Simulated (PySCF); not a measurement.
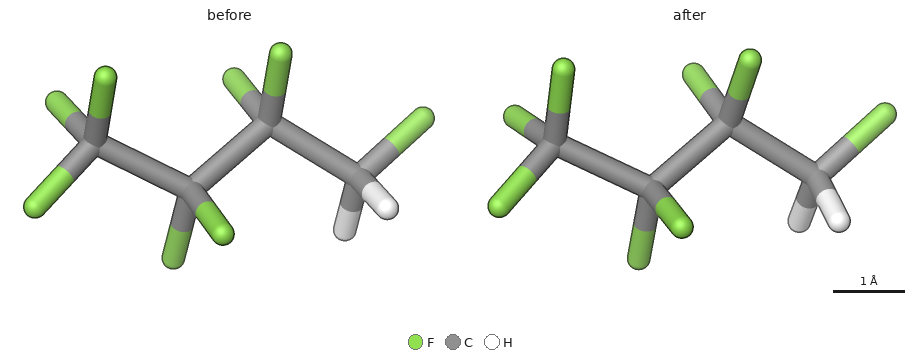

The structure of C₄H₂F₈ before (left) and after (right) a relaxation, at one scale.

The picture is a stick view, seen at a tilt.

The start comes from GFN2-xTB. Its atoms were then displaced at random by about 0.01 Å.

The calculation used PBE0-D3(BJ)/def2-SVP geometry optimisation, gas phase (PySCF 2.14.0, density-fitted response routines). 

### Summarise the run.

The atom that moves furthest after the best rigid fit is an H atom (0.24 Å). By element the largest moves are H 0.24 Å, F 0.23 Å, C 0.06 Å. Near-neighbour distances that change, for instance: C–F 1.322 → 1.357 Å, C–C 1.565 → 1.542 Å, C–F 1.357 → 1.342 Å, C–F 1.338 → 1.323 Å. Bond angles that change, for instance: C–C–F 113.7° → 110.0°, F–C–H 106.7° → 110.2°, H–C–H 112.7° → 109.6°. The energy falls by 13.7 kJ/mol in 9 geometry steps. The run took 84 s on 2 threads of AMD EPYC 7B13 (shared host).
